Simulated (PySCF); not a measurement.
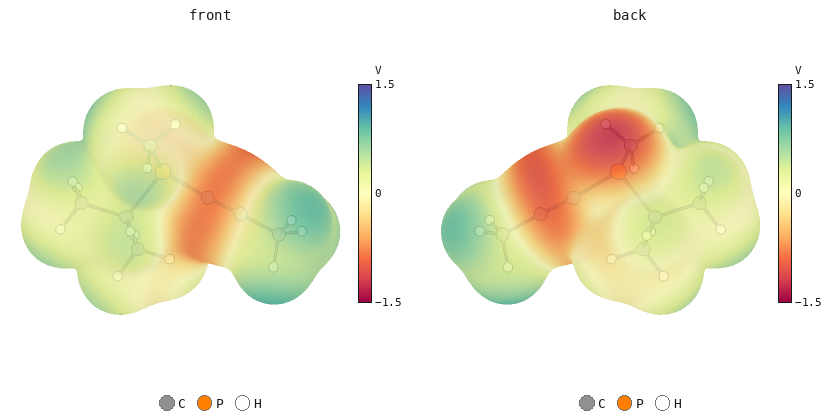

Figure 1: C7H13P (SMILES CC#CP(C)C(C)C). The electrostatic potential painted on the density surface at 0.002 e/bohr³, seen from the front and from behind; red is negative and blue positive.

Geometry: GFN2-xTB.

Theory: PySCF 2.14.0, PBE0/pcSseg-1, SCF density, gas phase, non-relativistic.

```xyz
21

C     3.4981   -1.5617   -0.0598
C     2.3009   -0.7910   -0.3137
C     1.2989   -0.1404   -0.4714
P    -0.1496    0.7754   -0.9027
C     0.2943    2.3308    0.0129
C    -1.2901   -0.0041    0.3810
C    -2.6021    0.7688    0.4577
C    -1.5415   -1.4589   -0.0006
H     3.8049   -2.0819   -0.9674
H     3.3120   -2.2974    0.7231
H     4.3054   -0.9027    0.2597
H    -0.5102    3.0575   -0.0857
H     0.4852    2.1313    1.0666
H     1.1914    2.7488   -0.4408
H    -0.7865    0.0310    1.3561
H    -3.2761    0.2998    1.1740
H    -2.4369    1.7975    0.7725
H    -3.0922    0.7794   -0.5148
H    -2.1802   -1.9425    0.7375
H    -2.0330   -1.5168   -0.9708
H    -0.6017   -2.0057   -0.0591
```

Q: Where is the surface potential most negative and most positive?

A: The most negative region (about −1.2 V, or −28 kcal/mol for a unit charge) lies over P4, the most positive (about +0.9 V, or +21 kcal/mol for a unit charge) over H9, H10 and H11.

Q: How polar is the molecule by this calculation?

A: Its dipole moment is 1.61 D.
